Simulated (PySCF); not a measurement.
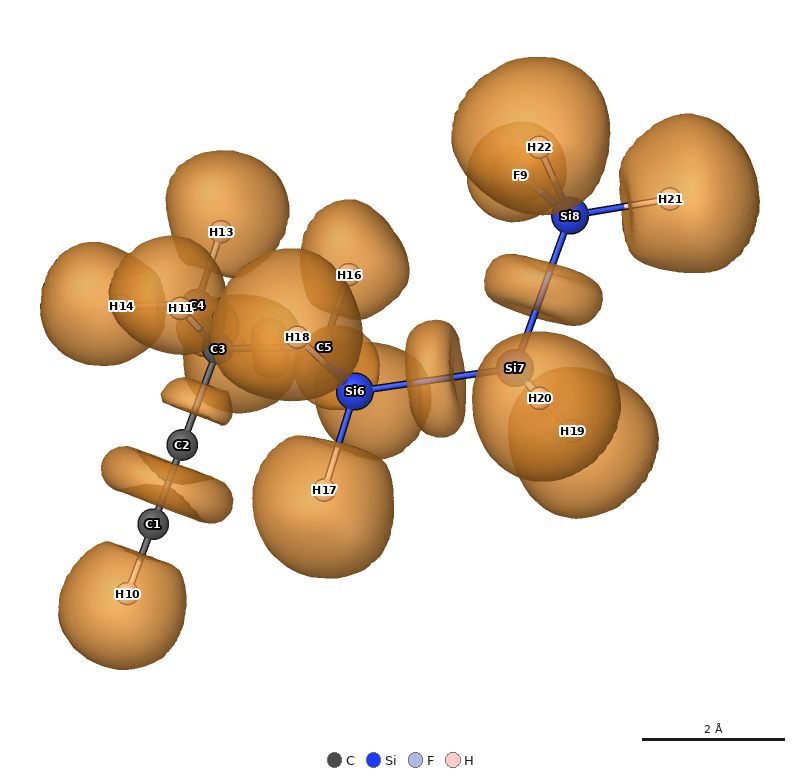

C5H13FSi3 (SMILES C#C[C@H](C)C[SiH2][SiH2][SiH2]F). Isosurface of the ELF at 0.8 (orange), seen at a tilt. Only the valence region is drawn (cores and ρ < 0.01 e/Å³ removed).

Geometry: GFN2-xTB.

Method: PBE0/pcSseg-1, SCF density, gas phase, non-relativistic (PySCF 2.14.0).

```yaml
atoms:
  - { symbol: C, position_ang: [3.3317, 0.4195, -1.7491] }
  - { symbol: C, position_ang: [2.6839, 0.1039, -0.7937] }
  - { symbol: C, position_ang: [1.9161, -0.3389, 0.3560] }
  - { symbol: C, position_ang: [2.5038, -1.6544, 0.8786] }
  - { symbol: C, position_ang: [0.4372, -0.4993, -0.0143] }
  - { symbol: Si, position_ang: [-0.4089, 1.1266, -0.5382] }
  - { symbol: Si, position_ang: [-2.6840, 0.7488, -0.8266] }
  - { symbol: Si, position_ang: [-3.8134, -0.1481, 0.9783] }
  - { symbol: F, position_ang: [-2.8525, -1.3136, 1.5688] }
  - { symbol: H, position_ang: [3.8967, 0.7169, -2.5816] }
  - { symbol: H, position_ang: [2.0047, 0.4247, 1.1395] }
  - { symbol: H, position_ang: [2.4325, -2.4271, 0.1152] }
  - { symbol: H, position_ang: [1.9607, -1.9858, 1.7615] }
  - { symbol: H, position_ang: [3.5525, -1.5275, 1.1408] }
  - { symbol: H, position_ang: [0.3562, -1.2373, -0.8161] }
  - { symbol: H, position_ang: [-0.0856, -0.9208, 0.8479] }
  - { symbol: H, position_ang: [0.2680, 1.6560, -1.7289] }
  - { symbol: H, position_ang: [-0.1668, 2.1072, 0.5359] }
  - { symbol: H, position_ang: [-2.9325, -0.1021, -2.0049] }
  - { symbol: H, position_ang: [-3.3630, 2.0081, -1.1764] }
  - { symbol: H, position_ang: [-5.0671, -0.8670, 0.7667] }
  - { symbol: H, position_ang: [-3.9807, 0.7228, 2.1398] }
```

Identify the bonds, lone pairs and shells in this picture.

At this value the surface marks out four regions between bonded C–C atoms (shared pairs), one region between bonded C–Si atoms (shared pairs), two regions between bonded Si–Si atoms (shared pairs), 13 regions around hydrogen nuclei and one region wrapped around F (its lone pairs, merged into a ring or cap). Profiles from the grid: C–C (1.20 Å): the ELF peaks at about 0.85 between the atoms; a short, multiple covalent bond. Si–F (1.62 Å): the ELF peaks at about 0.85 in the valence shell of F, 0.5 Å from its nucleus, and is about 0.50 at the midpoint.
